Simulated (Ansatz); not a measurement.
# Calculations on C₅H₉F

Part 1: Relaxation

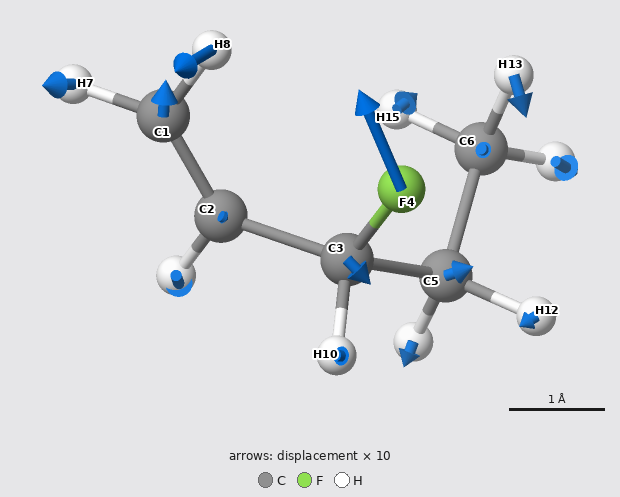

This is a relaxation of C$_{5}$H$_{9}$F. The starting structure is drawn; blue arrows show the displacements, 10 times their true length. The two geometries are superimposed by the best rigid fit.

The picture is a ball-and-stick view, seen at a tilt.

The run prepares an end point of a later path (torsion) calculation, from a guessed geometry.

These are results of RKS B3LYP/cc-pVDZ in Ansatz, not measurements.

The input:
```yaml
crystal:
  periodic: [false, false, false]
  atoms:
    - { symbol: C, position_ang: [-1.8022, -1.397, -0.0884] }
    - { symbol: C, position_ang: [-0.5201, -1.3034, -0.2135] }
    - { symbol: C, position_ang: [0.3663, -0.5779, 0.7244] }
    - { symbol: F, position_ang: [-0.2268, -0.0058, 1.7617] }
    - { symbol: C, position_ang: [1.2333, 0.509, 0.0524] }
    - { symbol: C, position_ang: [0.392, 1.6676, -0.5027] }
    - { symbol: H, position_ang: [-2.427, -1.8939, -0.8159] }
    - { symbol: H, position_ang: [-2.3282, -0.8335, 0.7076] }
    - { symbol: H, position_ang: [-0.0353, -1.8039, -0.9971] }
    - { symbol: H, position_ang: [1.0774, -1.3143, 1.2104] }
    - { symbol: H, position_ang: [1.8429, 0.0883, -0.704] }
    - { symbol: H, position_ang: [1.9286, 0.9497, 0.8363] }
    - { symbol: H, position_ang: [-0.2888, 2.1282, 0.255] }
    - { symbol: H, position_ang: [1.0183, 2.4463, -0.8848] }
    - { symbol: H, position_ang: [-0.2522, 1.2897, -1.312] }
basis:
  gaussian: { orbitals: cc-pVDZ }
hamiltonian:
  xc: b3lyp
relax:
  f_tol: 0.015
  max_steps: 40
```

Launched with:
```bash
ansatz run input.yaml --threads 2 --pin off --max-ram 3072MiB --backend cpu --events-out ev --progress --plain --runs-dir out
```

Question: Atoms of which element are displaced furthest, and by how much?

Answer: Fluorine: up to 0.12 Å, against 0.08 Å for hydrogen.

Question: What happened in the run?

Answer: F4 moves most after the best rigid fit: 0.12 Å. By element the largest moves are F 0.12 Å, H 0.08 Å, C 0.04 Å. Near-neighbour distances that change, for instance: C3–F4 1.325 → 1.404 Å, C2–H9 1.049 → 1.097 Å, C5–H11 1.059 → 1.105 Å, C1–C2 1.292 → 1.334 Å. Bond angles that change, for instance: C2–C3–F4 116.1° → 109.9°, F4–C3–H10 103.0° → 106.4°, C5–C6–H13 113.5° → 110.4°. The energy falls by 9.52 kcal/mol in 6 geometry steps. Largest force component: 3.3 eV/Å at the start, 0.013 eV/Å at the end.

Part 2: Relaxation

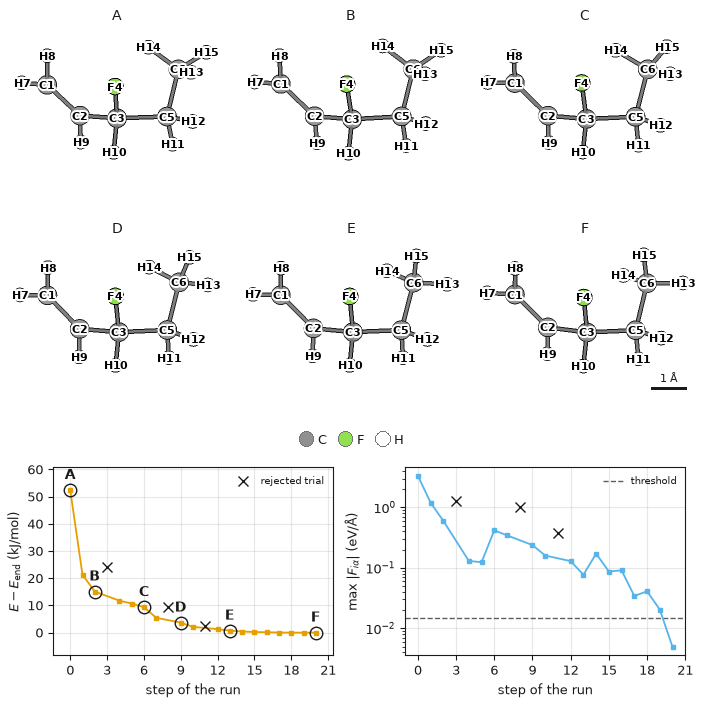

Frames of a relaxation of C₅H₉F, marked on the history of the run. The picture is a ball-and-stick view, seen at a tilt.

The run prepares an end point of a later path (torsion) calculation, from a guessed geometry.

Method: RKS B3LYP/cc-pVDZ in Ansatz. Settings: no spin polarisation; force threshold 0.015 eV/Å; at most 40 steps.

> What happens along the run?

The energy falls by 52.4 kJ/mol in 17 accepted moves (20 points after the start). The largest force component goes from 3.3 to 0.0049 eV/Å. The line search rejected the trial steps at points 3, 8, 11 of the run. The atom that moves furthest after the best rigid fit is H14 (1.00 Å). By element the largest moves are H 1.00 Å, C 0.16 Å, F 0.07 Å. Among the contacts that change: C3–F4 1.325 → 1.404 Å, C2–H9 1.049 → 1.097 Å, C5–H11 1.059 → 1.105 Å, C1–C2 1.292 → 1.334 Å. Bond angles that change, for instance: C2–C3–F4 116.1° → 109.9°, F4–C3–H10 103.0° → 106.4°, C6–C5–H12 107.0° → 110.0°. Groups turn about C5–C6 by about 60°. From step 0 to 2: F4 moves most (0.10 Å), energy −37.3 kJ/mol. From step 2 to 6: H13 moves most (0.34 Å), energy −5.75 kJ/mol. From step 6 to 9: H15 moves most (0.28 Å), energy −5.68 kJ/mol. From step 9 to 13: H14 moves most (0.24 Å), energy −2.95 kJ/mol. From step 13 to 20: H atoms move most (0.21 Å), energy −0.73 kJ/mol.

| step | E − E(0), kJ/mol | largest force component, eV/Å | note |
| --- | --- | --- | --- |
| 0 | 0.00 | 3.3228 |  |
| 1 | -31.14 | 1.1928 |  |
| 2 | -37.30 | 0.5969 |  |
| 3 | -28.23 | 1.2737 | rejected |
| 4 | -40.65 | 0.1303 |  |
| 5 | -41.70 | 0.1239 |  |
| 6 | -43.05 | 0.4179 |  |
| 7 | -46.94 | 0.3444 |  |
| 8 | -43.09 | 1.0111 | rejected |
| 9 | -48.73 | 0.2381 |  |
| 10 | -50.28 | 0.1600 |  |
| 11 | -50.07 | 0.3840 | rejected |
| 12 | -51.13 | 0.1291 |  |
| 13 | -51.68 | 0.0769 |  |
| 14 | -51.99 | 0.1719 |  |
| 15 | -52.17 | 0.0870 |  |
| 16 | -52.24 | 0.0909 |  |
| 17 | -52.36 | 0.0342 |  |
| 18 | -52.40 | 0.0411 |  |
| 19 | -52.41 | 0.0204 |  |
| 20 | -52.41 | 0.0049 |  |

Part 3: Path

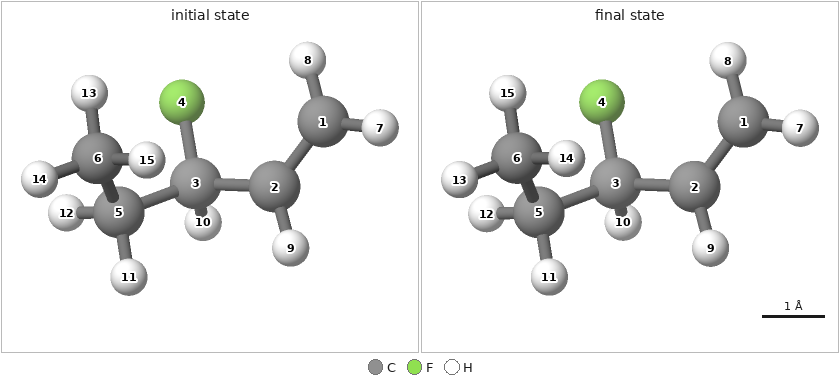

The two relaxed end points of a path for C₅H₉F. A ball-and-stick model, seen from a free direction.

These are results of Ansatz 0.2.0, RKS B3LYP/cc-pVDZ, not measurements.

Set-up: 7 movable images; climbing image; force threshold 0.03 eV/Å; iteration limit 60.

Start:
```xyz
15

C    -1.8369   -1.3793   -0.0776
C    -0.5125   -1.2978   -0.2146
C     0.4016   -0.5692    0.7306
F    -0.3462   -0.0007    1.7738
C     1.2356    0.5350    0.0721
C     0.4003    1.6748   -0.5137
H    -2.4483   -1.9321   -0.7943
H    -2.3417   -0.8973    0.7619
H    -0.0068   -1.7885   -1.0550
H     1.0879   -1.3003    1.2003
H     1.8624    0.0672   -0.7084
H     1.9288    0.9280    0.8351
H    -0.2437    2.1164    0.2622
H     1.0493    2.4696   -0.9136
H    -0.2515    1.3234   -1.3295
```

End:
```xyz
15

C    -1.7977   -1.4217   -0.2056
C    -0.4701   -1.3053   -0.2687
C     0.3727   -0.5740    0.7387
F    -0.4449   -0.0403    1.7473
C     1.2176    0.5585    0.1459
C     0.3904    1.6981   -0.4514
H    -2.3553   -1.9733   -0.9659
H    -2.3600   -0.9696    0.6139
H     0.0925   -1.7668   -1.0891
H     1.0472   -1.2987    1.2348
H     1.8873    0.1195   -0.6154
H     1.8687    0.9447    0.9485
H     1.0437    2.5069   -0.8148
H    -0.2267    1.3520   -1.2961
H    -0.2873    2.1191    0.3072
```

> What barrier does the band find between them, and by what path?

The two ends have the same energy, and the highest point, image 4, lies 0.125 eV above the start. The motion is a rotation about the C5–C6 bond by about 120°. No bond forms or breaks between the ends. The band converged in 8 iterations. The largest component of the band force went from 18 to 0.025 eV/Å. The climbing image converged on the top of the path. Its vibrational analysis gives one imaginary mode (234i cm⁻¹), as a transition state must have.

Energies of the converged images:

```json
{"image": "0", "path (Å)": "0.00", "E (eV)": "0.000"}
{"image": "1", "path (Å)": "0.48", "E (eV)": "0.011"}
{"image": "2", "path (Å)": "0.95", "E (eV)": "0.051"}
{"image": "3", "path (Å)": "1.43", "E (eV)": "0.102"}
{"image": "4", "path (Å)": "1.90", "E (eV)": "0.125"}
{"image": "5", "path (Å)": "2.36", "E (eV)": "0.103"}
{"image": "6", "path (Å)": "2.83", "E (eV)": "0.053"}
{"image": "7", "path (Å)": "3.29", "E (eV)": "0.012"}
{"image": "8", "path (Å)": "3.75", "E (eV)": "0.000"}
```

The geometry at the top of the path:

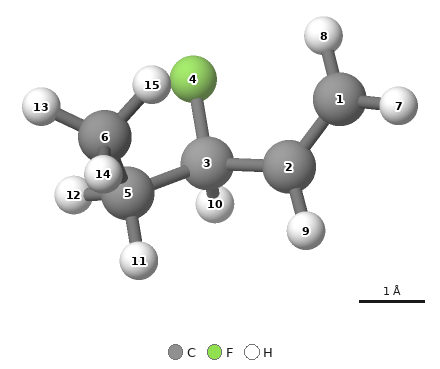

The run took 4.2 min on 2 threads of Arm Neoverse V1 (shared host), peak memory 0.34 GiB.
